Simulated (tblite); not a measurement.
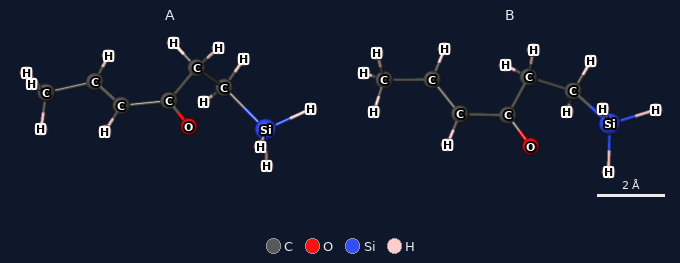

Two geometries of C6H12OSi, drawn at one scale. One is the start of a relaxation, the other its converged end. A ball-and-stick model, seen from a free direction.

These are results of tblite, GFN2-xTB geometry optimisation, gas phase, not measurements. 

Which geometry has the lower energy?

Answer. Structure B is the relaxed one. The largest move after the best rigid fit is that of an H atom, 2.50 Å. Largest moves by element: H 2.50 Å, O 1.30 Å, C 0.84 Å, Si 0.53 Å. Among the contacts that change: O–Si 3.149 → 2.508 Å, C–Si 1.839 → 1.914 Å, C–O 1.272 → 1.216 Å, C–H 1.136 → 1.090 Å. Among the angles between lasting bonds that change: H–Si–H 106.4° → 116.0°, C–C–C 116.5° → 124.2°, C–C–H 122.9° → 115.2°. Groups turn about C–Si by about 80°, C–C by about 50°, C–C by about 50°. The energy falls by 18.0 kcal/mol in 285 geometry steps.
